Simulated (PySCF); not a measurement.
**C$_{3}$H$_{5}$NO$_{3}$Si: density, localisation and related maps**

```xyz
13

N     0.8170    2.4536   -1.4996
C     0.6005    1.7422   -0.6336
C     0.2882    0.8114    0.4462
O    -1.0569    0.5344    0.4972
Si   -1.9097   -0.7255   -0.1225
C     1.1455   -0.4279    0.1852
O     0.6984   -1.4619   -0.2196
O     2.4268   -0.2087    0.4446
H     0.6110    1.2688    1.3957
H    -1.6515   -0.9263   -1.5433
H    -1.7286   -1.9458    0.6567
H    -3.2130   -0.1231    0.1335
H     2.9679   -0.9908    0.2417
```

Geometry: GFN2-xTB.

Level of theory: PySCF, PBE0/pcSseg-1, SCF density, gas phase, non-relativistic.

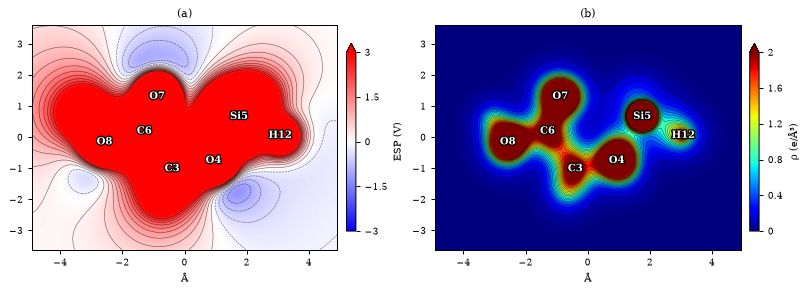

Figure 1. (a) electrostatic potential; (b) electron density on the plane of atoms O4, Si5 and H12.

Q: Read the bonding off the picture.

A: Atoms in the plane: C, O, Si and H. C–O (1.20 Å): ρ at the midpoint is about 3.4 e/Å³. Si–O (1.64 Å): ρ at the midpoint is about 1.1 e/Å³. C–O (1.33 Å): the density is about 2.5 e/Å³ at the midpoint. C–O (1.37 Å): ρ is about 2.2 e/Å³ halfway, with its minimum of 2 e/Å³ about 0.5 Å from C. Outside the dense part of the molecule the potential is most negative (−1.3 V) near O4.

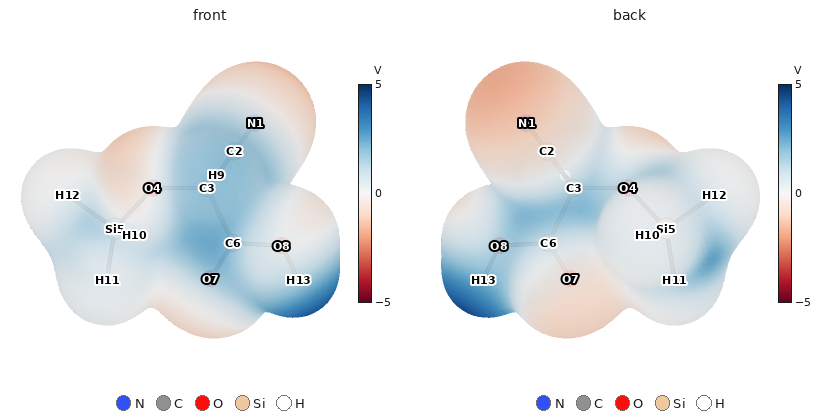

Figure 2. The molecular electrostatic potential painted on the density surface at 0.004 e/bohr³, seen from the front and from behind; the colour scale runs from red (negative) to blue (positive).

Q: Which sites attract a positive test charge, and which a negative one?

A: A positive charge is drawn to the negative regions and a negative charge to the positive ones. The most negative region (about −1.8 V) lies over N1, the most positive (about +4.2 V) over H13. N1 is the likeliest acceptor of a hydrogen bond.

Q: How polar is the molecule by this calculation?

A: Its dipole moment is 3.78 D.
